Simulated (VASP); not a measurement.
Band structure of Al2In2N4 (ordered alloy cell). Method: modified Becke-Johnson potential (mBJ), VASP's PBE PAW potentials (set 64) (plane waves; VASP 6.6.1).

mBJ is a potential without an energy functional, so only the levels count. Unless said otherwise, spin-orbit coupling is left out, though it shifts the bands of the heavy elements here.

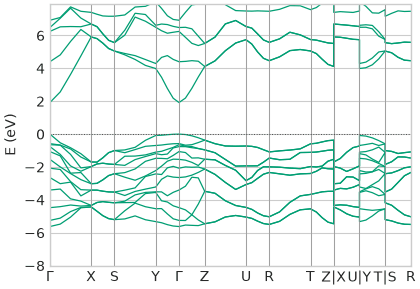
Figure: Bands along high-symmetry lines, zero at the valence-band maximum or, without a gap, the Fermi level

Question: Read the plot: is there a gap, and where are the band edges?

Answer: The gap is direct, 1.92 eV, from the valence maximum at Γ to the conduction minimum at Γ.

The structure was generated: Al2In2N4 was put into an ordered model structure (Pmn2_1), which need not be its known phase. It was relaxed first. The cell's shape comes from a PBE relaxation.
